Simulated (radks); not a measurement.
The calculation used the in-house radial solver radks at this level: Dirac Kohn-Sham, LDA (Slater exchange, Perdew-Wang correlation), spin-unpolarised, spherical densities, finite nucleus. The occupation of the 4f shell is varied from Ho²⁺ ([Xe] 4f10 6s1 (4f5/2: 6, 4f7/2: 4)) to Ho⁺ ([Xe] 4f11 6s1 (4f5/2: 6, 4f7/2: 5)), with spherical fractional occupations. Wanted, and plotted below: the total energy less the straight line between the end points, and the eigenvalue of 4f7/2 (the dashed line is minus the energy to take the whole electron out).

The curve is convex (below the straight line), with the largest deviation among the points computed, −2.06 eV, at 0.5. The end points differ by 17.4 eV, the energy to take the electron out. The eigenvalue, which is the slope of the energy (Janak's theorem), moves from −25.9 eV at 0 to −9.42 eV at 1; for a straight line it would stay constant, and a parabola would sag by an eighth of this change, scaled to a whole electron, 2.06 eV. Convexity is the mark of the delocalisation error, which puts fractional charges too low; for p, d and f shells the spherical spreading of the fraction adds to it. The shell lies under occupied ones, so the straight line is a guide here rather than an exact condition.

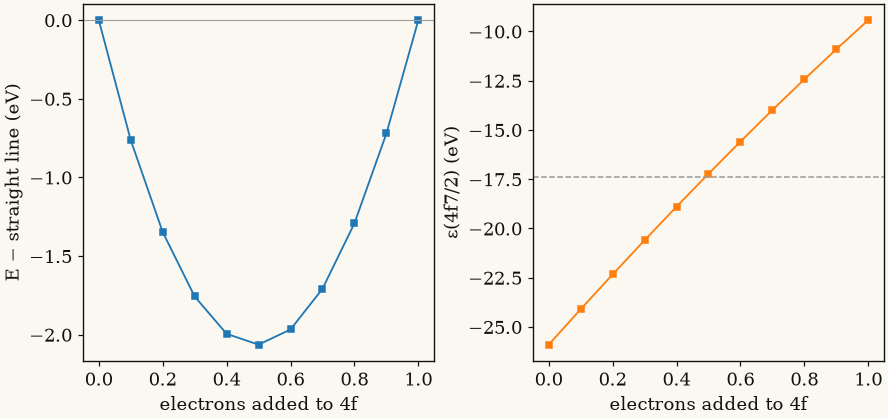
